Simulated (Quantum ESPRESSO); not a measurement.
# Barium (Im-3m): from the cell to the phonon bands

How does Barium (Im-3m) vibrate, and is this structure a minimum?

Method: DFT LDA, scalar-relativistic, plane waves, PseudoDojo norm-conserving pseudopotentials, in Quantum ESPRESSO 7.5.

The database entry behind the starting cell differs from later determinations by our own check (0.1 to 0.3 % short, probably kX units), so it need not match the best structure at ambient conditions.

### 1. Set-up

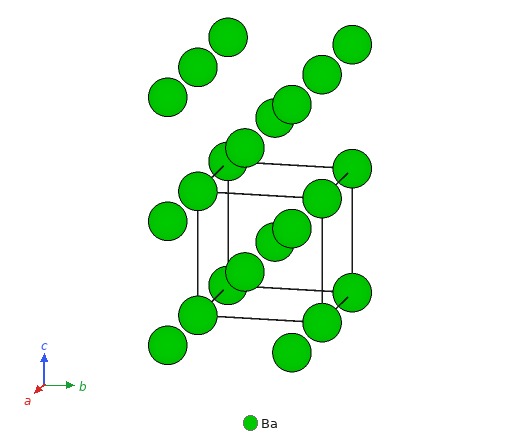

The starting structure, seen slightly off an axis (barium green). 2×1×2 cells are drawn. This picture shows the conventional cell, with its axes. Some periodic images of atoms are drawn too.

Coordinates:

```
Ba
1.0
     2.50650    2.50650    2.50650
    -2.50650    2.50650    2.50650
    -2.50650   -2.50650    2.50650
Ba
1
Cartesian
  0.0000 0.0000 0.0000
```

### 2. A probe with smearing

A cheap run with smearing and empty bands tells whether the crystal has a gap, which decides between fixed occupations and smearing later on.

The input, probe.in:

```
&CONTROL
  calculation = 'scf'
  prefix      = 'x'
  outdir      = './tmp'
  pseudo_dir  = './pseudo'
  tprnfor     = .true.
  tstress     = .true.
  verbosity   = 'high'
/
&SYSTEM
  ibrav       = 3
  celldm(1)   = 9.47319706
  nat         = 1
  ntyp        = 1
  ecutwfc     = 63.0
  occupations = 'smearing'
  smearing    = 'gaussian'
  degauss     = 0.01
/
&ELECTRONS
  conv_thr         = 1.0d-07
  mixing_beta      = 0.7
  electron_maxstep = 100
/
ATOMIC_SPECIES
 Ba    137.3270  Ba.upf
ATOMIC_POSITIONS crystal
 Ba     0.000000000   0.000000000   0.000000000
K_POINTS automatic
 6 6 6 0 0 0
```

Launch:

```
> OMP_NUM_THREADS=1 mpirun -n 4 pw.x -nk 4 -in probe.in > probe.out
```

Output:

```text
[banners, grids, parts of the stress and lines that vanish by symmetry left out]
Program PWSCF v.7.5
     bravais-lattice index     =            3
     lattice parameter (alat)  =       9.4732  a.u.
[...]
kinetic-energy cutoff     =      63.0000  Ry
     charge density cutoff     =     252.0000  Ry
     scf convergence threshold =      1.0E-07
[...]
Exchange-correlation= SLA  PW   NOGX NOGC
                           (   1   4   0   0   0   0   0)
[...]
48 Sym. Ops., with inversion, found
[...]
(     0          1          0      )
                  (     0          0          1      )
[...]
(  0.0000000  1.0000000  0.0000000 )
                  (  0.0000000  0.0000000  1.0000000 )
[...]
(     1         -1          1      )
                  (     1          0          0      )
[...]
(  1.0000000  0.0000000  0.0000000 )
                  (  0.0000000 -1.0000000  0.0000000 )
[...]
(     1          0          0      )
                  (     0          0         -1      )
[...]
( -1.0000000  0.0000000  0.0000000 )
                  (  0.0000000  1.0000000  0.0000000 )
[...]
number of k points=    16  Gaussian smearing, width (Ry)=  0.0100
[...]
End of self-consistent calculation
[...]
the Fermi energy is     5.6702 ev
!    total energy              =     -56.33513792 Ry
[...]
convergence has been achieved in   4 iterations
[...]
atom    1 type  1   force =     0.00000000    0.00000000    0.00000000
[...]
Total force =     0.000000     Total SCF correction =     0.000000
[...]
total   stress  (Ry/bohr**3)                   (kbar)     P=      -11.69
[...]
XML data file, charge density, pseudopotentials, collected wavefunctions

   JOB DONE.
```

Elapsed: 2.1 s, on 4 MPI ranks of Arm Neoverse V2, shared host; 8.2 s of CPU time.

Numbers from this step:

```yaml
volume_per_atom: 62.99 Å³
pressure: -1.169 GPa
gap_on_the_k_mesh: 0 eV
```

No gap opens on this mesh, so smearing is kept; the start stands at -1.2 GPa.

### 3. Relaxation

The relaxation runs at a cutoff a fifth above that of the response, since stress converges more slowly with the basis than frequencies do. Forces and stress are brought to rest with tight thresholds.

The input, relax.in:

```
&CONTROL
  calculation   = 'vc-relax'
  prefix        = 'x'
  outdir        = './tmp'
  pseudo_dir    = './pseudo'
  tprnfor       = .true.
  tstress       = .true.
  forc_conv_thr = 2.0d-05
  etot_conv_thr = 1.0d-07
  nstep         = 40
/
&SYSTEM
  ibrav       = 3
  celldm(1)   = 9.47319706
  nat         = 1
  ntyp        = 1
  ecutwfc     = 76
  occupations = 'smearing'
  smearing    = 'mv'
  degauss     = 0.02
/
&ELECTRONS
  conv_thr         = 1.0d-11
  mixing_beta      = 0.7
  electron_maxstep = 100
/
&IONS
/
&CELL
  press_conv_thr = 0.2
/
ATOMIC_SPECIES
 Ba    137.3270  Ba.upf
ATOMIC_POSITIONS crystal
 Ba     0.000000000   0.000000000   0.000000000
K_POINTS automatic
 10 10 10 0 0 0
```

Launch:

```
> OMP_NUM_THREADS=1 mpirun -n 4 pw.x -nk 4 -in relax.in > relax.out
```

Output:

```text
[banners, grids, parts of the stress and lines that vanish by symmetry left out]
[banner, memory and clock lines left out]
Program PWSCF v.7.5

[...]
kinetic-energy cutoff     =      76.0000  Ry
     charge density cutoff     =     304.0000  Ry
     scf convergence threshold =      1.0E-11
[...]
energy convergence thresh.=      1.0E-07
     force convergence thresh. =      2.0E-05
     press convergence thresh. =      2.0E-01
     Exchange-correlation= SLA  PW   NOGX NOGC
                           (   1   4   0   0   0   0   0)
[...]
48 Sym. Ops., with inversion, found
[...]
number of k points=    47  Marzari-Vanderbilt smearing, width (Ry)=  0.0200
[...]
End of self-consistent calculation
[...]
the Fermi energy is     5.6491 ev
!    total energy              =     -56.33493696 Ry
[...]
convergence has been achieved in   7 iterations
[...]
atom    1 type  1   force =     0.00000000    0.00000000    0.00000000
     Total force =     0.000000     Total SCF correction =     0.000000
[...]
total   stress  (Ry/bohr**3)                   (kbar)     P=      -12.42
[...]
number of bfgs steps    =   0
[...]
CELL_PARAMETERS (alat=  9.47319706)
[...]
ATOMIC_POSITIONS (crystal)
Ba               0.0000000000        0.0000000000        0.0000000000
[...]
New effective cutoffs (rho, wfc):  304.82   76.31
[...]
End of self-consistent calculation
[...]
the Fermi energy is     5.6958 ev
!    total energy              =     -56.33515983 Ry
[...]
convergence has been achieved in   4 iterations
[...]
atom    1 type  1   force =     0.00000000    0.00000000    0.00000000
     Total force =     0.000000     Total SCF correction =     0.000000
[...]
total   stress  (Ry/bohr**3)                   (kbar)     P=      -12.00
[...]
number of bfgs steps    =   1
[...]
WARNING: bfgs curvature condition failed, Theta= 0.831
[...]
CELL_PARAMETERS (alat=  9.47319706)
[...]
ATOMIC_POSITIONS (crystal)
Ba               0.0000000000        0.0000000000        0.0000000000
[...]
New effective cutoffs (rho, wfc):  306.77   76.80
[...]
End of self-consistent calculation
[...]
the Fermi energy is     5.7665 ev
!    total energy              =     -56.33547790 Ry
[...]
convergence has been achieved in   7 iterations
[...]
atom    1 type  1   force =     0.00000000    0.00000000    0.00000000
     Total force =     0.000000     Total SCF correction =     0.000000
[...]
total   stress  (Ry/bohr**3)                   (kbar)     P=      -11.35
[...]
number of bfgs steps    =   2
[...]
CELL_PARAMETERS (alat=  9.47319706)
[...]
ATOMIC_POSITIONS (crystal)
Ba               0.0000000000        0.0000000000        0.0000000000
[...]
New effective cutoffs (rho, wfc):  309.72   77.54
[...]
End of self-consistent calculation
[...]
the Fermi energy is     5.8744 ev
!    total energy              =     -56.33591762 Ry
[...]
convergence has been achieved in   7 iterations
[...]
atom    1 type  1   force =     0.00000000    0.00000000    0.00000000
     Total force =     0.000000     Total SCF correction =     0.000000
[...]
number of bfgs steps    =   4
[...]
New effective cutoffs (rho, wfc):  321.17   80.40
[...]
the Fermi energy is     6.2983 ev
!    total energy              =     -56.33714458 Ry
[...]
convergence has been achieved in   7 iterations
[...]
atom    1 type  1   force =     0.00000000    0.00000000    0.00000000
     Total force =     0.000000     Total SCF correction =     0.000000
[...]
total   stress  (Ry/bohr**3)                   (kbar)     P=       -6.02
[...]
number of bfgs steps    =   5
[...]
New effective cutoffs (rho, wfc):  332.02   83.12
[...]
the Fermi energy is     6.7093 ev
!    total energy              =     -56.33763501 Ry
[...]
convergence has been achieved in   6 iterations
[...]
atom    1 type  1   force =     0.00000000    0.00000000    0.00000000
     Total force =     0.000000     Total SCF correction =     0.000000
[...]
total   stress  (Ry/bohr**3)                   (kbar)     P=       -1.43
[...]
number of bfgs steps    =   6
[...]
New effective cutoffs (rho, wfc):  335.38   83.96
[...]
the Fermi energy is     6.8383 ev
!    total energy              =     -56.33766098 Ry
[...]
convergence has been achieved in   7 iterations
[...]
atom    1 type  1   force =     0.00000000    0.00000000    0.00000000
     Total force =     0.000000     Total SCF correction =     0.000000
[...]
total   stress  (Ry/bohr**3)                   (kbar)     P=        0.07
[...]
number of bfgs steps    =   7
[...]
CELL_PARAMETERS (alat=  9.47319706)
[...]
ATOMIC_POSITIONS (crystal)
Ba               0.0000000000        0.0000000000        0.0000000000
[...]
New effective cutoffs (rho, wfc):  335.21   83.92
[...]
End of self-consistent calculation
[...]
the Fermi energy is     6.8320 ev
!    total energy              =     -56.33766105 Ry
[...]
convergence has been achieved in   5 iterations
[...]
atom    1 type  1   force =     0.00000000    0.00000000    0.00000000
     Total force =     0.000000     Total SCF correction =     0.000000
[...]
total   stress  (Ry/bohr**3)                   (kbar)     P=       -0.00
[...]
bfgs converged in   9 scf cycles and   8 bfgs steps
[...]
End of BFGS Geometry Optimization
     Final enthalpy           =     -56.3376610463 Ry
     File ./tmp/x.bfgs deleted, as requested
[...]
CELL_PARAMETERS (alat=  9.47319706)
[...]
ATOMIC_POSITIONS (crystal)
Ba               0.0000000000        0.0000000000        0.0000000000
[...]
Final scf calculation at the relaxed structure.
[...]
kinetic-energy cutoff     =      76.0000  Ry
     charge density cutoff     =     304.0000  Ry
     scf convergence threshold =      1.0E-13
[...]
press convergence thresh. =      2.0E-01
     Exchange-correlation= SLA  PW   NOGX NOGC
                           (   1   4   0   0   0   0   0)
[...]
48 Sym. Ops., with inversion, found
[...]
number of k points=    47  Marzari-Vanderbilt smearing, width (Ry)=  0.0200
[...]
c_bands:  1 eigenvalues not converged
     c_bands:  3 eigenvalues not converged
     c_bands:  1 eigenvalues not converged
     c_bands:  2 eigenvalues not converged
[...]
c_bands:  1 eigenvalues not converged
     c_bands:  2 eigenvalues not converged
[...]
End of self-consistent calculation
[...]
the Fermi energy is     6.8320 ev
!    total energy              =     -56.33765936 Ry
[...]
convergence has been achieved in   8 iterations
[...]
atom    1 type  1   force =     0.00000000    0.00000000    0.00000000
     Total force =     0.000000     Total SCF correction =     0.000000
[...]
total   stress  (Ry/bohr**3)                   (kbar)     P=       -0.01
[...]
XML data file, charge density, pseudopotentials, collected wavefunctions
```

Run time: 53 s. Hardware: 4 MPI ranks.

Relaxation path:

```csv
step,energy less that of the first step (eV),largest force (eV/Å),pressure (GPa),volume (Å³)
1,0.0000,0.0000,-1.24,62.99
2,-0.0030,0.0000,-1.20,62.59
3,-0.0074,0.0000,-1.14,62.00
4,-0.0133,0.0000,-1.03,61.11
5,-0.0211,0.0000,-0.87,59.80
6,-0.0300,0.0000,-0.60,57.88
7,-0.0367,0.0000,-0.14,55.06
8,-0.0371,0.0000,0.01,54.24
9,-0.0371,0.0000,0.00,54.28
10,-0.0370,0.0000,0.00,54.28
```

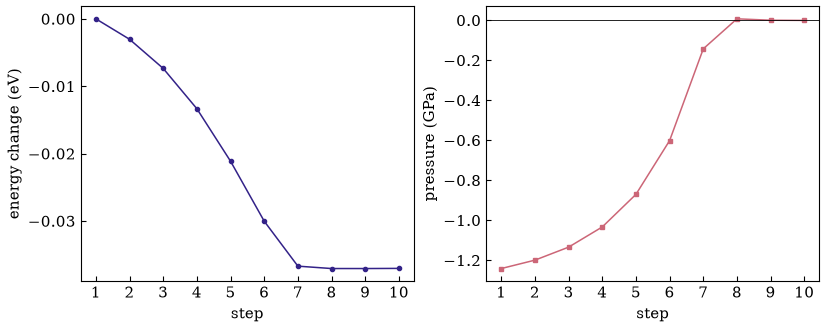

Energy and pressure along the relaxation.

```csv
"conventional cell, symmetrised",before,after,change
a (Å),5.013,4.770,-4.8 %
b (Å),5.013,4.770,-4.8 %
c (Å),5.013,4.770,-4.8 %
volume (Å³/atom),62.99,54.28,-13.8 %
```

Final coordinates:

```cif
data_structure
_symmetry_space_group_name_H-M 'P 1'
_symmetry_Int_Tables_number 1
_cell_length_a 4.1312
_cell_length_b 4.1312
_cell_length_c 4.1312
_cell_angle_alpha 70.529
_cell_angle_beta 109.471
_cell_angle_gamma 70.529
_cell_volume 54.28
loop_
_atom_site_label
_atom_site_type_symbol
_atom_site_fract_x
_atom_site_fract_y
_atom_site_fract_z
_atom_site_occupancy
Ba1 Ba 0.00000 0.00000 0.00000 1
```

The last row of the table of steps is pw.x's closing run on a basis chosen anew for the final cell, so its energy can jump.

Numbers from this step:

```
volume per atom : 54.28 Å³
pressure        : -0.001 GPa
```

The volume changes by -13.8 % from the cell with which this run began.

### 4. Ground state

The response is built on this ground state, so it is converged far tighter than an energy would need. Smearing stays on, as the first look found no gap above 0.3 eV.

The input, scf.in:

```
&CONTROL
  calculation = 'scf'
  prefix      = 'x'
  outdir      = './tmp'
  pseudo_dir  = './pseudo'
  tprnfor     = .true.
  tstress     = .true.
/
&SYSTEM
  ibrav       = 3
  celldm(1)   = 9.01454142
  nat         = 1
  ntyp        = 1
  ecutwfc     = 63.0
  occupations = 'smearing'
  smearing    = 'mv'
  degauss     = 0.02
/
&ELECTRONS
  conv_thr         = 1.0d-12
  mixing_beta      = 0.7
  electron_maxstep = 100
/
ATOMIC_SPECIES
 Ba    137.3270  Ba.upf
ATOMIC_POSITIONS crystal
 Ba     0.000000000   0.000000000   0.000000000
K_POINTS automatic
 12 12 12 0 0 0
```

Launch:

```
> OMP_NUM_THREADS=1 mpirun -n 4 pw.x -nk 4 -in scf.in > scf.out
```

Output:

```text
[banners, grids, parts of the stress and lines that vanish by symmetry left out]
[banner, memory and clock lines left out]
Program PWSCF v.7.5

[...]
kinetic-energy cutoff     =      63.0000  Ry
     charge density cutoff     =     252.0000  Ry
     scf convergence threshold =      1.0E-12
[...]
Exchange-correlation= SLA  PW   NOGX NOGC
                           (   1   4   0   0   0   0   0)
[...]
48 Sym. Ops., with inversion, found
[...]
number of k points=    72  Marzari-Vanderbilt smearing, width (Ry)=  0.0200
[...]
End of self-consistent calculation
[...]
the Fermi energy is     6.8270 ev
!    total energy              =     -56.33769740 Ry
[...]
convergence has been achieved in   8 iterations
[...]
atom    1 type  1   force =     0.00000000    0.00000000    0.00000000
     Total force =     0.000000     Total SCF correction =     0.000000
[...]
total   stress  (Ry/bohr**3)                   (kbar)     P=       -0.12
[...]
XML data file, charge density, pseudopotentials, collected wavefunctions
```

Wall time 6.8 s (4 MPI ranks); 27 s of CPU time.

This step gave:

```
pressure : -0.01200 GPa
```

The cell stands at -0.012 GPa, close enough for phonons.

(Continued in part 2 of 3.)

[Host names and launcher messages were left out of these logs when they were recorded.]

[Logs are printed without paths, hosts, clocks, repeated set-up lines and the standing remarks that a program may print on its own settings, such as how far it seeks lower states.]

[Hosts, paths, dates, database ids (printed as entryN), source tags and the programs' standing remarks are cut or masked in the printed files.]
